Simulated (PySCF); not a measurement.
# CH2BFN− (SMILES N#C[BH2-]F), step by step

Aim: a geometry optimisation (APF/DZVP), then the harmonic vibrations, then the energy (DF-CCSD(T)/cc-pV(D+d)Z), then energy and one-electron properties (rSCAN-D3(BJ)/ma-def2-TZVP) of CH2BFN−. 

Program for the calculation: PySCF 2.14.0.

## Step 1: The system as given

CH2BFN−: 6 atoms, total charge -1, spin state singlet. SMILES: `N#C[BH2-]F`. All atoms were displaced at random from a relaxed shape. The run starts from this shape.

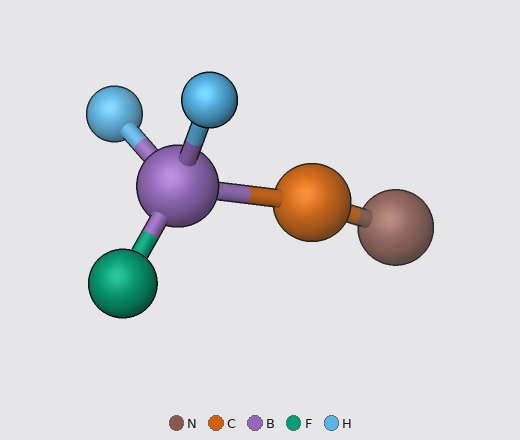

Viewed from a chosen angle; nitrogen brown, carbon orange, boron purple, fluorine teal, hydrogen blue.

## Step 2: A geometry optimisation at APF/DZVP (run 1)

File start.xyz:

```xyz
6
CH2BFN
N      0.748153    -1.970386     0.797849
C      0.375391    -0.950118     0.471777
B     -0.217893     0.377931    -0.260468
F     -1.442944     0.396093    -0.744964
H      0.763839     0.775393    -0.966565
H     -0.153298     1.296104     0.748150
```

File input.py:

```python
# N#C[BH2-]F
from pyscf import gto, dft
from pyscf.geomopt.geometric_solver import kernel as optimise

molecule = gto.M(
    atom='start.xyz',
    basis='dzvp',
    max_memory=1860,
    charge=-1,
    verbose=3,
    spin=0,
)

myscf = dft.RKS(molecule)
myscf.xc = 'apf'
converged, mol_eq = optimise(myscf, maxsteps=100)
print('converged:', converged)
print(mol_eq.tostring())

myscf.reset(mol_eq)
molecule = mol_eq
myscf.kernel()
e_final = myscf.e_tot
print(f'total energy: {e_final:.8f} hartree')
```

Command:

```
OMP_NUM_THREADS=1 python input.py
```

What it wrote:

```text
maxiter                   100
[... 29 lines left out ...]
> Will converge when all 5 criteria are reached:
[... 30 lines left out ...]
Step    0 : Gradient = 8.435e-02/1.273e-01 (rms/max) Energy = -218.6813803887
[... 57 lines left out ...]
converged SCF energy = -218.70600660153
[... 68 lines left out ...]
converged SCF energy = -218.706137670975
[... 58 lines left out ...]
Converged! =D
[... 1 line left out ...]
converged: True
N           0.75025766       -1.97979502        0.84880800
C           0.36238534       -0.96739652        0.40791949
B          -0.11442336        0.46294100       -0.17857244
F          -1.43004757        0.34729398       -0.77021857
H           0.71725665        0.80931857       -1.01700417
H          -0.12120440        1.25786734        0.76081271
converged SCF energy = -218.706139504252
total energy: -218.70613950 hartree
```

Wall time 27 s (1 thread of AMD EPYC 9R45 (Zen 5), shared host); peak memory 0.61 GiB.

Steps, from the record of the run:

| step | energy from the first frame kept (eV) | largest force (eV/Å) |
| --- | --- | --- |
| 0 | 0.0000 | 6.5469 |
| 1 | -0.5562 | 2.6938 |
| 2 | -0.6519 | 0.7009 |
| 3 | -0.6701 | 0.2934 |
| 4 | -0.6731 | 0.0496 |
| 5 | -0.6735 | 0.0478 |
| 6 | -0.6737 | 0.0345 |
| 7 | -0.6737 | 0.0156 |
| 8 | -0.6737 | 0.0117 |

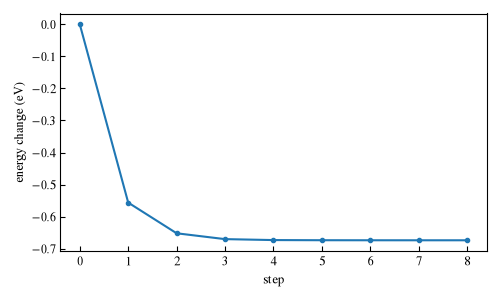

Energy along the run.

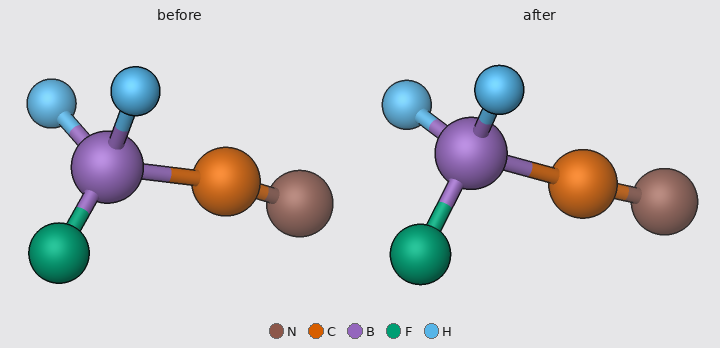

Before and after, at one scale.

After the run. Bond lengths: N1–C2 1.170 Å, C2–B3 1.618 Å, B3–F4 1.447 Å, B3–H5 1.231 Å, B3–H6 1.231 Å. Angles: N1–C2–B3 177.5°, C2–B3–F4 110.2°, C2–B3–H5 107.3°, C2–B3–H6 107.2°, F4–B3–H5 111.0°, F4–B3–H6 111.0°, H5–B3–H6 110.0°.

## Step 3: Vibrational wavenumbers at APF/DZVP (run 2)

File mol.xyz:

```xyz
6

N      0.974045    -1.536132     0.849359
C      0.586172    -0.523734     0.408470
B      0.109364     0.906604    -0.178021
F     -1.206261     0.790957    -0.769668
H      0.940703     1.253164    -1.015731
H      0.102242     1.701712     0.762086
```

File calc.py:

```python
from pyscf import gto, dft, symm
from pyscf.hessian import thermo

mol = gto.Mole()
mol.atom = 'mol.xyz'
mol.max_memory = 1860
mol.spin = 0
mol.charge = -1
mol.basis = 'dzvp'
mol.verbose = 3
mol.build()

ks = dft.RKS(mol)
ks.xc = 'apf'
ks.kernel()

e_tot = ks.e_tot
print('E(%s) = %.9f' % ('APF', e_tot))
hess = ks.Hessian().kernel()
modes = thermo.harmonic_analysis(mol, hess)
thermo.dump_normal_mode(mol, modes)
symm.geom.TOLERANCE = 1e-3  # for the symmetry number
th = thermo.thermo(ks, modes['freq_au'], 350, 101325)
thermo.dump_thermo(mol, th)
```

Command:

```
OMP_NUM_THREADS=1 python calc.py
```

What it wrote:

```text
converged SCF energy = -218.706139242823
[... 67 lines left out ...]
Gibbs free energy [Eh] -218.70656
```

Run time: 23 s. Hardware: 1 thread of AMD EPYC 9R45 (Zen 5), shared host; peak memory 0.83 GiB.

## Step 4: A single-point energy at DF-CCSD(T)/cc-pV(D+d)Z (density fitting) (run 3)

File job.py:

```python
from pyscf import gto, cc

system = gto.Mole()
system.atom = '''
N        0.750258      -1.979795       0.848808
C        0.362385      -0.967397       0.407919
B       -0.114423       0.462941      -0.178572
F       -1.430048       0.347294      -0.770219
H        0.717257       0.809319      -1.017004
H       -0.121204       1.257867       0.760813
'''
system.max_memory = 1860
system.spin = 0
system.basis = 'cc-pv(d+d)z'
system.verbose = 4
system.charge = -1
system.build()

calc0 = system.RHF()
calc0 = calc0.density_fit()
calc0.kernel()

mycc = cc.CCSD(calc0, frozen=4).density_fit()
mycc.kernel()
e_t = mycc.ccsd_t()
etot = mycc.e_tot + e_t
print('Final energy', etot)
```

Command:

```
OMP_NUM_THREADS=1 python job.py
```

What it wrote:

```text
PySCF version 2.14.0

[... 62 lines left out ...]
WARN: Even tempered Gaussians are generated as DF auxbasis for  N H C B F
[... 24 lines left out ...]
converged SCF energy = -217.701117812089
[... 12 lines left out ...]
Init t2, MP2 energy = -218.270725512677  E_corr(MP2) -0.569607700587327
[... 12 lines left out ...]
RCCSD converged
[... 2 lines left out ...]
Final energy -218.31054161406735
```

Run time: 4.5 s. Hardware: 1 thread of AMD EPYC 9R45 (Zen 5), shared host; peak memory 0.24 GiB.

## Step 5: The charge distribution at rSCAN-D3(BJ)/ma-def2-TZVP (density fitting with def2-universal-jkfit) (run 4)

File calc.py:

```python
import numpy
from pyscf import gto, scf, dft, lo

mol = gto.Mole()
mol.atom = '''
N        0.750258      -1.979795       0.848808
C        0.362385      -0.967397       0.407919
B       -0.114423       0.462941      -0.178572
F       -1.430048       0.347294      -0.770219
H        0.717257       0.809319      -1.017004
H       -0.121204       1.257867       0.760813
'''
mol.basis = 'ma-def2-tzvp'
mol.verbose = 4
mol.spin = 0
mol.max_memory = 1860
mol.charge = -1
mol.build()

calc0 = dft.RKS(mol)
calc0.xc = 'rscan'
calc0 = calc0.density_fit(auxbasis='def2-universal-jkfit')
calc0.disp = 'd3bj'
calc0.kernel()

etot = calc0.e_tot
print('E(%s) = %.9f' % ('RSCAN', etot))
calc0.analyze()
quad = calc0.quad_moment()
occ = calc0.mo_coeff[:, calc0.mo_occ > 0]
iaos = lo.vec_lowdin(lo.iao.iao(mol, occ), calc0.get_ovlp())
c = iaos.T @ calc0.get_ovlp() @ occ
pop_iao, q_iao = scf.hf.mulliken_pop(lo.iao.reference_mol(mol), (c * calc0.mo_occ[calc0.mo_occ > 0]) @ c.T, numpy.eye(c.shape[0]), verbose=0)
print('IAO charges', numpy.round(q_iao, 4))
```

Command:

```
OMP_NUM_THREADS=1 python calc.py
```

What it wrote:

```text
PySCF version 2.14.0

[... 102 lines left out ...]
MO #17  energy= 0.138109410266361  occ= 0
[... 26 lines left out ...]
MO #44  energy= 0.622492656065058  occ= 0
[... 26 lines left out ...]
MO #71  energy= 1.55501429152171   occ= 0
[... 26 lines left out ...]
MO #98  energy= 2.83020065140856   occ= 0
[... 26 lines left out ...]
MO #125 energy= 4.60013063383095   occ= 0
[... 26 lines left out ...]
MO #152 energy= 57.4411195668918   occ= 0
[... 162 lines left out ...]
WARN: System has nonzero charge -1; the dipole moment is origin-dependent.
Location of origin: [0. 0. 0.]

Dipole moment(X, Y, Z, Debye):  0.16282,  2.40996, -0.49939
Traceless quadrupole moment (Debye*A):

IAO charges [-0.3954  0.052  -0.0605 -0.4686 -0.0638 -0.0637]
```

Run time: 7.8 s. Hardware: 1 thread of AMD EPYC 9R45 (Zen 5), shared host; peak memory 0.59 GiB.

Atomic charges (e):

| atom | Mulliken | IAO |
| --- | --- | --- |
| N1 | -0.406 | -0.395 |
| C2 | -0.057 | +0.052 |
| B3 | +0.079 | -0.060 |
| F4 | -0.381 | -0.469 |
| H5 | -0.118 | -0.064 |
| H6 | -0.118 | -0.064 |

## Step 6: Results

```
                                                                               quantity             value
                                               run 1, APF/DZVP: total energy at the end     -218.70614 Eh
                                                           run 1, APF/DZVP: HOMO energy          -2.42 eV
                                                           run 1, APF/DZVP: LUMO energy           5.71 eV
                 run 1, APF/DZVP: HOMO–LUMO gap (to an unbound level, set by the basis)           8.13 eV
                                            run 2, APF/DZVP: lowest harmonic wavenumber          200 cm⁻¹
                                           run 2, APF/DZVP: highest harmonic wavenumber         2380 cm⁻¹
                                                     run 2, APF/DZVP: zero-point energy       83.3 kJ/mol
                run 2, APF/DZVP: ideal-gas entropy at 350 K (symmetry number 1 as used)  69.4 cal/(mol K)
                                            run 3, DF-CCSD(T)/cc-pV(D+d)Z: total energy     -218.31054 Eh
                     run 3, DF-CCSD(T)/cc-pV(D+d)Z: HOMO energy (Hartree–Fock orbitals)          -5.79 eV
                     run 3, DF-CCSD(T)/cc-pV(D+d)Z: LUMO energy (Hartree–Fock orbitals)          10.06 eV
   run 3, DF-CCSD(T)/cc-pV(D+d)Z: HOMO–LUMO gap (to an unbound level, set by the basis)          15.84 eV
             run 3, DF-CCSD(T)/cc-pV(D+d)Z: correlation energy (4 core orbitals frozen)        -609.4 mEh
                                          run 3, DF-CCSD(T)/cc-pV(D+d)Z: (T) correction        -18.15 mEh
                                           run 3, DF-CCSD(T)/cc-pV(D+d)Z: T1 diagnostic             0.013
                                         run 4, rSCAN-D3(BJ)/ma-def2-TZVP: total energy     -218.90967 Eh
                                          run 4, rSCAN-D3(BJ)/ma-def2-TZVP: HOMO energy          -1.67 eV
                                          run 4, rSCAN-D3(BJ)/ma-def2-TZVP: LUMO energy           3.26 eV
run 4, rSCAN-D3(BJ)/ma-def2-TZVP: HOMO–LUMO gap (to an unbound level, set by the basis)           4.93 eV
                                    run 4, rSCAN-D3(BJ)/ma-def2-TZVP: dispersion energy      -2.43 kJ/mol
```

What this shows: The optimisation (run 1, APF/DZVP) took 8 steps and changed the energy by -0.674 eV. Mulliken charges (run 1, APF/DZVP) run from -0.39 on F4 to -0.02 on H6. All 12 modes (run 2, APF/DZVP) are real, so the shape is a minimum at this level. The triples (run 3, DF-CCSD(T)/cc-pV(D+d)Z) make up 3.0 % of the correlation energy. Mulliken charges (run 4, rSCAN-D3(BJ)/ma-def2-TZVP) run from -0.41 on N1 to +0.08 on B3.
